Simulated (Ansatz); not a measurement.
## Electronic structure of CH$_{3}$Cl$_{2}$Ga in real space

Input

```
crystal:
  periodic: [false, false, false]
  atoms:
    - {symbol: C, position_ang: [-1.487265, -0.553661, -1.685891]}
    - {symbol: Cl, position_ang: [-1.431612, -2.945538, 0.989500]}
    - {symbol: Cl, position_ang: [1.657639, -1.786170, -0.444072]}
    - {symbol: Ga, position_ang: [-0.486288, -1.678003, -0.462977]}
    - {symbol: H, position_ang: [-0.824524, 0.173354, -2.175019]}
    - {symbol: H, position_ang: [-2.286795, -0.028664, -1.142914]}
    - {symbol: H, position_ang: [-1.953960, -1.189927, -2.454016]}
basis:
  gaussian:
    orbitals: def2-TZVPD
output: {forces: true, orbitals: {seedname: orbitals}}
hamiltonian:
  xc: pbe0
```

Run with:

```sh
ansatz run input.yaml --threads 1 --pin off --max-ram 2610MiB --events-out events.jsonl --progress --plain --runs-dir runs
```

Geometry: r2SCAN-D4/def2-SVP.

Theory: Ansatz, isolated molecule in a Gaussian basis; Kohn-Sham density functional theory, functional PBE0.

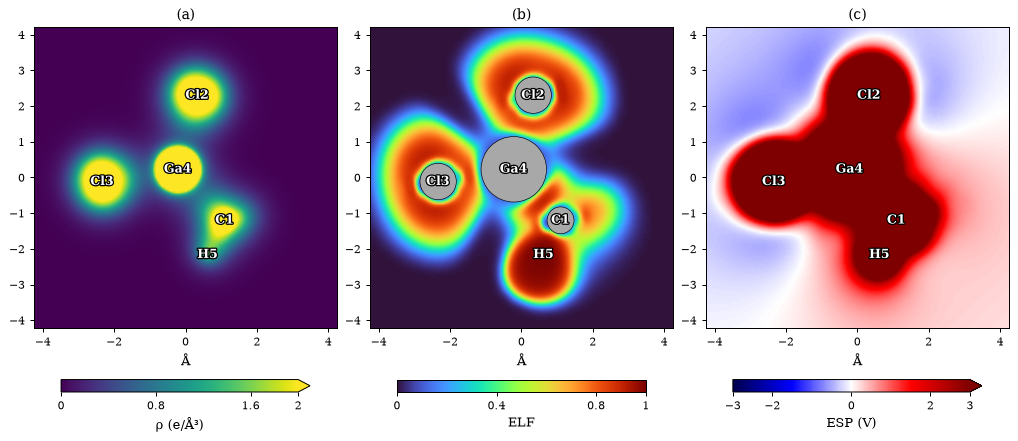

Figure 1. (a) electron density; (b) electron localisation function; (c) molecular electrostatic potential on the plane of atoms Cl2, Ga4 and Cl3. Grey discs cover the atomic cores in the ELF map.

### Describe what can be read from this map.

- The plane passes through C, Cl, Ga and H nuclei.
- C–Ga (1.94 Å): the density is about 0.82 e/Å³ at the midpoint; the ELF peaks at about 0.90 in the valence shell of C, 0.7 Å from its nucleus, and is about 0.55 at the midpoint.
- Ga–Cl (2.15 Å): the density is about 0.73 e/Å³ at the midpoint; the ELF peaks at about 0.85 in the valence shell of Cl, 0.9 Å from its nucleus, and is about 0.60 at the midpoint.
- C–H (1.10 Å): the density is about 1.9 e/Å³ at the midpoint; the ELF climbs to about 1 towards the hydrogen, as it does in any bond to H (an ordinary covalent bond to hydrogen).
- The ELF also peaks beside Cl3 and Cl2, away from the bonds: lone-pair regions.
- Outside the dense part of the molecule the potential is most negative (−0.7 V) near Cl2.

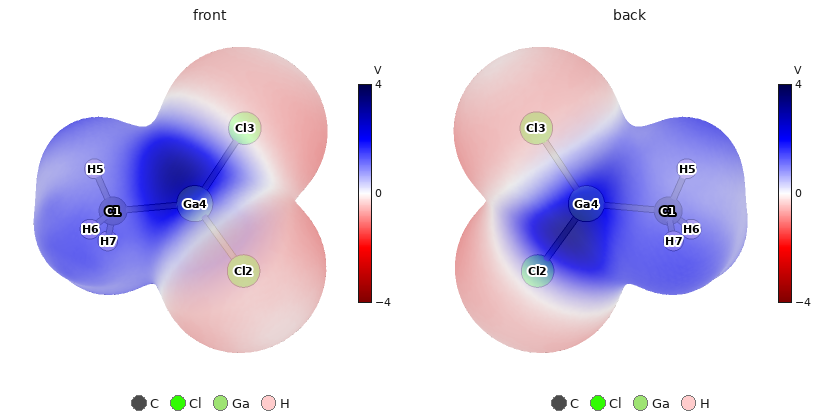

Figure 2. The electrostatic potential painted on the density surface at 0.002 e/bohr³, seen from the front and from behind; red is negative and blue positive.

### Describe the electrostatic potential map.

The most negative region (about −0.7 V) lies over Cl2 and Cl3, the most positive (about +3.2 V) over Ga4.

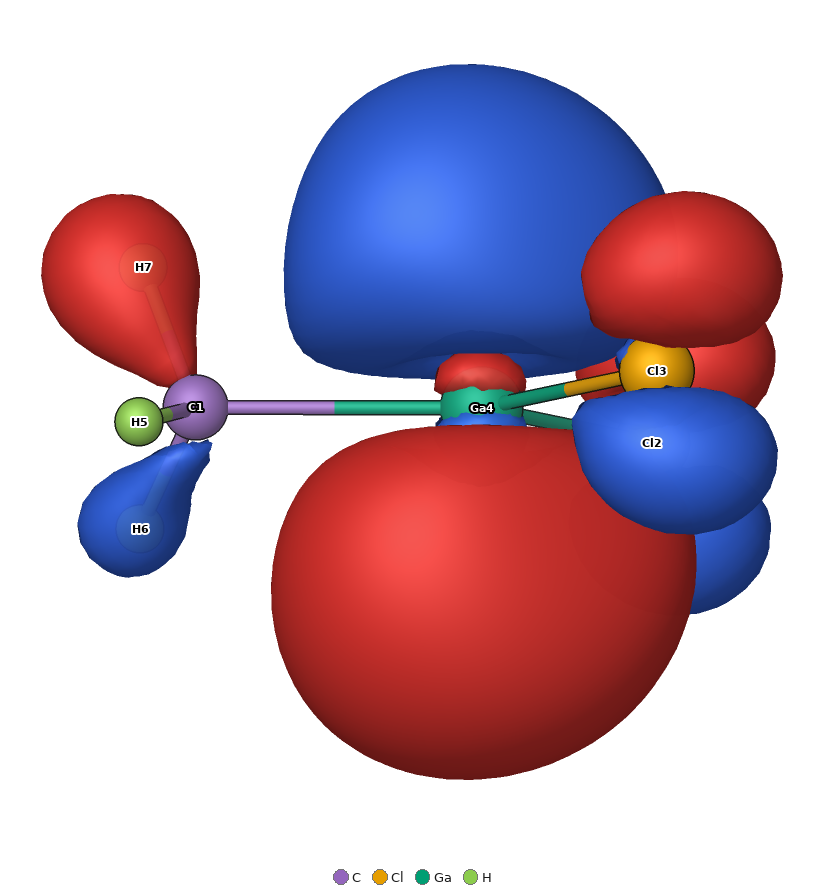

Figure 3. The LUMO at ±0.1 Å⁻³ᐟ² (blue and red are the two phases), seen from one side.

### Where does this orbital lie, and at what energy?

It lies mainly on Ga4 (about 65 %), Cl3 (about 10 %), Cl2 (about 10 %) and C1 (about 5 %). Its energy is −1.26 eV.

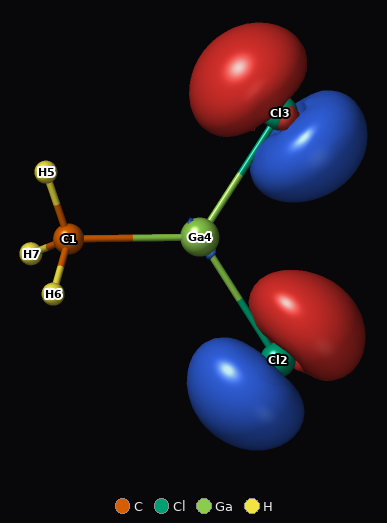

Figure 4. The HOMO−1 at ±0.15 Å⁻³ᐟ² (red and blue are the two phases), seen at a tilt.

### What is the character of this orbital?

It lies mainly on Cl3 (about 50 %) and Cl2 (about 45 %); largely a combination of lone pairs on Cl3 and Cl2. Its energy is −8.95 eV.
